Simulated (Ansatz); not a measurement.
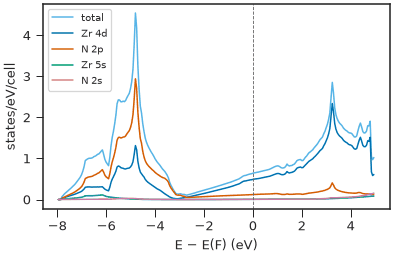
Figure: Total and projected density of states of ZrN (rock salt, Fm-3m), the program Ansatz at the LDA level (PAW)

Q: Which orbitals carry the states next to the Fermi level?

A: Within 0.5 eV of the Fermi level: Zr 4d 77 %, N 2p 19 %. Projections are on Löwdin-orthogonalised atomic valence shells; empty p or d shells of many metals are not among them.

Q: Where is the tallest occupied peak in this window, and what makes it?

A: Near -4.8 eV, about 4.5 states/eV per cell; the largest projected share is N 2p.

The cell was relaxed with LDA under the symmetry of its start; of distortions, only those at the zone centre were tested. The run is not spin-polarised. With an odd number of electrons in the cell and no spin polarisation, the count alone makes it a metal. Scalar-relativistic: spin–orbit coupling is off unless named, which matters more the heavier the elements.

Potentials: the later of the program's two PAW sets.
